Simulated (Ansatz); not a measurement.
# TiH$_{3}$BrClO$_{2}$F: frequency calculation

TiH$_{3}$BrClO$_{2}$F, computed with RHF/def2-SVP (Ansatz 0.2.0).

It belongs to a series of runs on one base structure; here: vibrations at the highest image of the band. Figures and captions count atoms from 1; the log counts them from 0 in places.

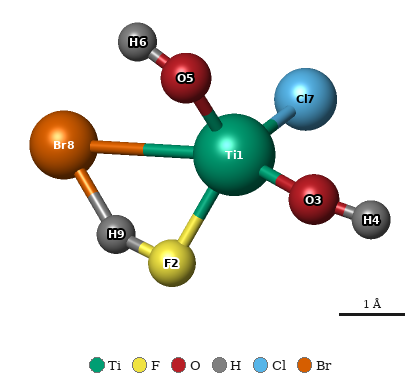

**Figure 1.** The input geometry (ball-and-stick view, seen at a tilt; atoms are numbered from 1 in the order of the input). Sticks mark near contacts.

**Input**
```yaml
crystal:
  periodic: [false, false, false]
  atoms:
    - { symbol: Ti, position_ang: [-0.183785, -0.171188, -0.096831] }
    - { symbol: F, position_ang: [-0.168783, -0.395568, 1.850996] }
    - { symbol: O, position_ang: [1.515069, -0.029663, -0.287789] }
    - { symbol: H, position_ang: [2.362589, -0.376142, -0.526063] }
    - { symbol: O, position_ang: [-0.815818, 1.296707, -0.75864] }
    - { symbol: H, position_ang: [-1.712746, 1.607064, -0.794284] }
    - { symbol: Cl, position_ang: [-0.695268, -1.97059, -1.267308] }
    - { symbol: Br, position_ang: [-2.855135, -0.266243, 1.35757] }
    - { symbol: H, position_ang: [-1.269222, -0.381077, 2.00535] }
basis:
  gaussian: { orbitals: def2-SVP }
hamiltonian:
  xc: hf
phonons: {}
```

Machine: 4 threads of AMD EPYC (Zen 5), 16 GiB of memory available, shared host.

Command:
```bash
ansatz run input.yaml --threads 4 --pin off --max-ram 5120MiB --backend cpu --events-out ev --progress --plain --runs-dir out
```

**What the program printed**
```
Engine: ansatz 0.2.0, x86_64-unknown-linux-gnu
Functional definition: HF
  exchange = exact_x
  correlation = 0
1490 factors; integrals over basis functions are off by at most 3.5e-4 eV
mean field evaluation 1: about -112391.4004 eV, gradient 6.5e1 eV
mean field evaluation 2: about -112391.5109 eV, gradient 6.5e1 eV
mean field evaluation 4: about -112400.6115 eV, gradient 6.8e0 eV
mean field evaluation 8: about -112400.7561 eV, gradient 7.8e-1 eV
mean field -112400.75953021 eV, -4130.6517247640 hartree, gradient 5.6e-5 eV, S^2 0.000000; 0 other end points of the search recorded, 0 dependent functions left out
the calculation of the forces begins
reference -112400.75953021 eV, -4130.6517247640 hartree; 51, 51 occupied and 87, 87 virtual orbitals, 1490 factors
these checks for a lower state are left out or cut short: stability, starts, cluster_reference, orbital_swaps, neighbouring_geometries, increment
1490 factors; integrals over basis functions are off by at most 3.5e-4 eV
mean field evaluation 16: about -112400.5680 eV, gradient 2.6e-3 eV
mean field -112400.75938655 eV, -4130.6517194847 hartree, gradient 1.9e-6 eV, S^2 0.000000; 0 other end points of the search recorded, 0 dependent functions left out
[... from here on the field's lines of each further geometry are left out, up to the last ...]
the calculation of the forces begins
reference -112400.75951082 eV, -4130.6517240516 hartree; 51, 51 occupied and 87, 87 virtual orbitals, 1490 factors
these checks for a lower state are left out or cut short: stability, starts, cluster_reference, orbital_swaps, neighbouring_geometries, increment
1490 factors; integrals over basis functions are off by at most 3.5e-4 eV
mean field -112400.75950922 eV, -4130.6517239927 hartree, gradient 1.9e-6 eV, S^2 0.000000; 0 other end points of the search recorded, 0 dependent functions left out
the calculation of the forces begins
reference -112400.75950922 eV, -4130.6517239927 hartree; 51, 51 occupied and 87, 87 virtual orbitals, 1490 factors
WARN: phonons: modes at or below zero, which the zero-point energy, F, S and C_V leave out: 1, the lowest at -910.77 cm⁻¹. A minimum has none, and a first-order saddle one
Total energy: -112400.75953021 eV, -4130.6517247640 hartree
Atom 0 at    -0.183785    -0.171188    -0.096831 Å, force     0.002210     0.002531    -0.001303 eV/Å
Atom 1 at    -0.168783    -0.395568     1.850996 Å, force     0.003774    -0.000562    -0.001121 eV/Å
Atom 2 at     1.515069    -0.029663    -0.287789 Å, force    -0.000870    -0.006777     0.004282 eV/Å
Atom 3 at     2.362589    -0.376142    -0.526063 Å, force     0.000252     0.004508    -0.003040 eV/Å
Atom 4 at    -0.815818     1.296707    -0.758640 Å, force    -0.002866    -0.001612     0.001533 eV/Å
Atom 5 at    -1.712746     1.607064    -0.794284 Å, force     0.001848     0.000721    -0.001107 eV/Å
Atom 6 at    -0.695268    -1.970590    -1.267308 Å, force    -0.000364     0.000142     0.000209 eV/Å
Atom 7 at    -2.855135    -0.266243     1.357570 Å, force     0.001361    -0.000658     0.000222 eV/Å
Atom 8 at    -1.269222    -0.381077     2.005350 Å, force    -0.005345     0.001707     0.000326 eV/Å
Dipole moment:     0.725643     0.197330    -0.189045 e Å
Vibrations: -910.77 57.67 91.61 117.17 139.02 153.13 184.28 225.00 290.19 348.73 432.33 443.60 461.71 543.18 676.90 897.90 927.73 940.69 1402.75 4138.97 4202.35 cm⁻¹, zero-point energy 1.033712 eV
```

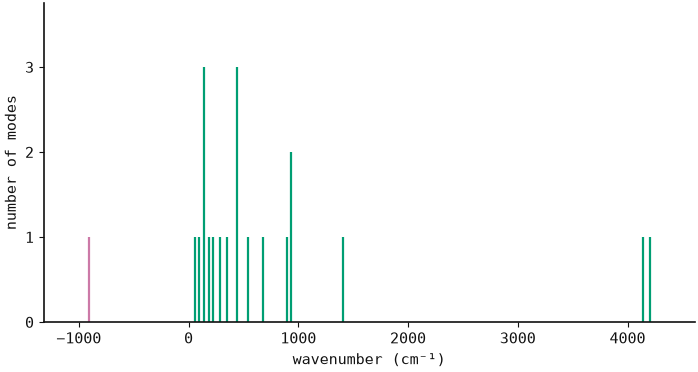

**Figure 2.** Harmonic vibrational wavenumbers from the force constants; neighbouring modes closer than 23 cm⁻¹ are counted in one stick, and imaginary ones are drawn at negative wavenumbers. 21 modes from 911i to 4202 cm⁻¹, 1 imaginary beyond 8i (911i cm⁻¹): a first-order saddle point, if the geometry is stationary.

**Results in brief**

| quantity | value |
| --- | --- |
| outcome | converged |
| total energy | −112400.7595 eV |
| mean-field energy | −112400.7595 eV |
| largest force (length of the vector) | 0.008 eV/Å |
| wall time | 39 s (CPU time 2.4 min) |
| peak memory | 0.43 GiB |
